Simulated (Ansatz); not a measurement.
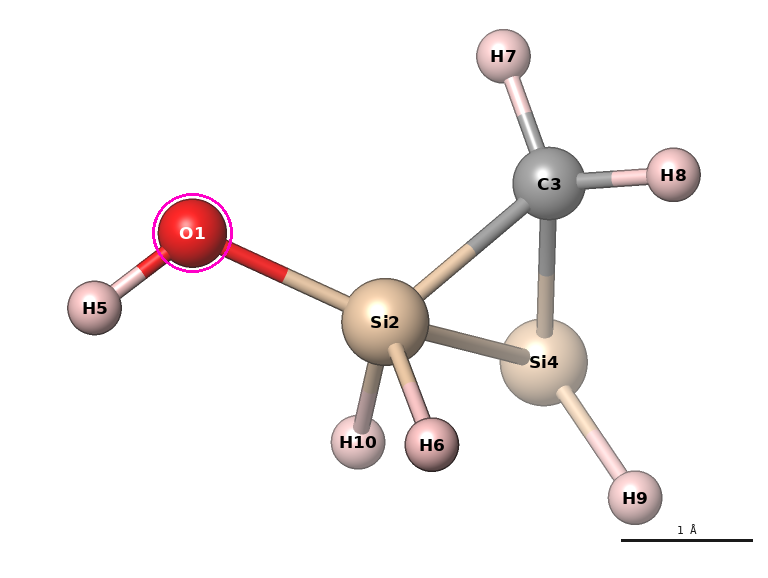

Orthographic view. Distant atoms are faded towards the background colour. The computed structure is the end point of a PBE0-D4/def2-TZVP optimisation.

Which atoms are bonded to the circled atom?

Answer. The circled atom is O1; it is bonded to Si2, H5.

Which atom is farthest from the viewer?

Answer. Si4, 1.7 Å behind the mean position.

Of Si2 and H10, which is nearer the viewer?

Answer. Si2; the bond to H10 points away from the viewer, so it looks shorter than its 1.63 Å.

Which atom is nearest the viewer?

Answer. H6, 1.6 Å in front of the mean position.
